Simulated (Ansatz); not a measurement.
# F$_{3}$HOSi···H$_{2}$: what the fields show

The calculation's input:

```
crystal:
  periodic: [false, false, false]
  atoms:
    - {symbol: Si, position_ang: [0.684565, -0.635719, 0.046169]}
    - {symbol: O, position_ang: [-0.498876, -0.646423, -1.037292]}
    - {symbol: F, position_ang: [1.801534, -1.692898, -0.281446]}
    - {symbol: F, position_ang: [0.057976, -0.982148, 1.437552]}
    - {symbol: F, position_ang: [1.400651, 0.760352, 0.143686]}
    - {symbol: H, position_ang: [-1.803673, 1.598189, 0.653626]}
    - {symbol: H, position_ang: [-1.329365, 2.062025, 0.996257]}
    - {symbol: H, position_ang: [-0.312912, -0.463378, -1.958651]}
basis:
  gaussian: {orbitals: def2-TZVPP}
hamiltonian: {xc: pbe0, dispersion: d4}
output: {orbitals: {seedname: orbitals}}
```

Run with:

```sh
ansatz run in.yaml --threads 4 --pin off --events-out ev --progress --plain --max-ram 9574MiB
```

The reactant side of a reaction path; geometry: PBE0-D4/def2-TZVP; a saddle point, not a minimum.

All numbers below come from Ansatz 0.2.0, RKS PBE0-D4/def2-TZVPP.

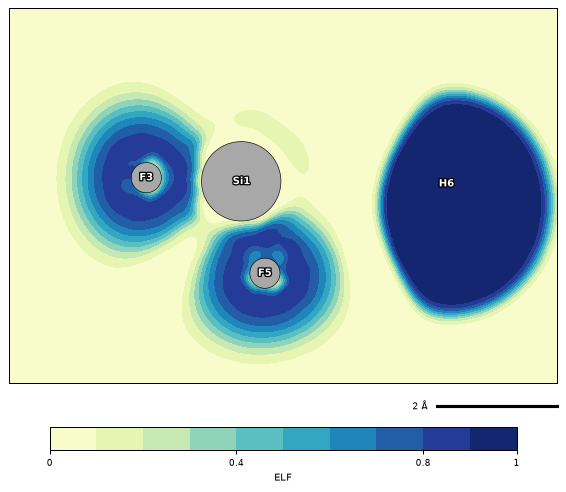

Figure 1. ELF on the plane of atoms F3, Si1 and F5. Grey discs cover the atomic cores.

Q: What do the fields say about this system?

A:
- Atoms in the plane: Si, F and H.
- Si1···H6 (3.40 Å): the ELF dips to about 0 between them: a weak contact between the two molecules.
- Si–F (1.57 Å): the ELF peaks at about 0.85 in the valence shell of F, 0.6 Å from its nucleus, and is about 0.50 at the midpoint.
- The ELF also peaks beside F5 and F3, away from the bonds: lone-pair regions.

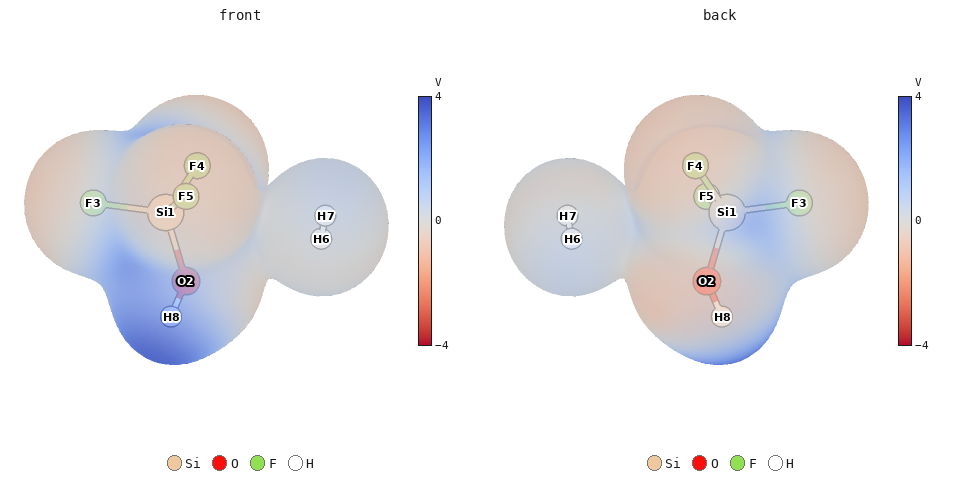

Figure 2. The electrostatic potential painted on the density surface at 0.002 e/bohr³, seen from the front and from behind; red is negative and blue positive.

Q: Where is the surface potential most negative and most positive?

A: The most negative region (about −0.8 V) lies over O2, the most positive (about +3.4 V) over H8.

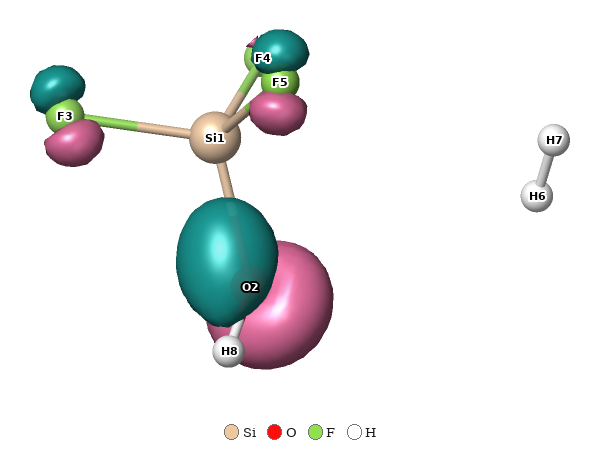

Figure 3. The HOMO−1 at ±0.3 Å⁻³ᐟ² (teal and pink are the two phases), seen at a tilt.

Q: What is the character of this orbital?

A: Its weight (Hirshfeld) is mainly on O2 (about 70 %), Si1 (about 10 %), F5 (about 10 %) and F3 (about 5 %); largely a lone pair of O2. Its energy is −11.46 eV.

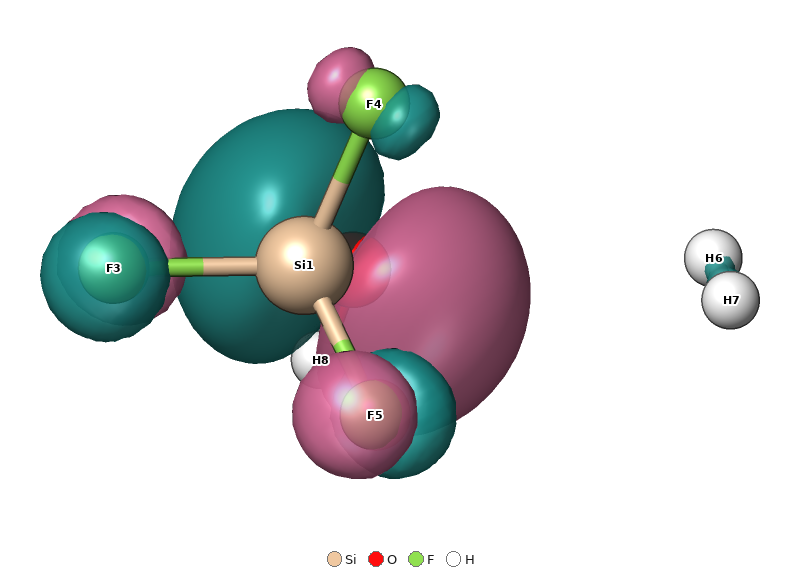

Figure 4. The HOMO at ±0.1 Å⁻³ᐟ² (teal and pink are the two phases), seen from one side.

Q: Where does this orbital lie, and at what energy?

A: By Hirshfeld shares it lies mainly on O2 (about 75 %); largely a lone pair of O2. Its energy is −10.68 eV.
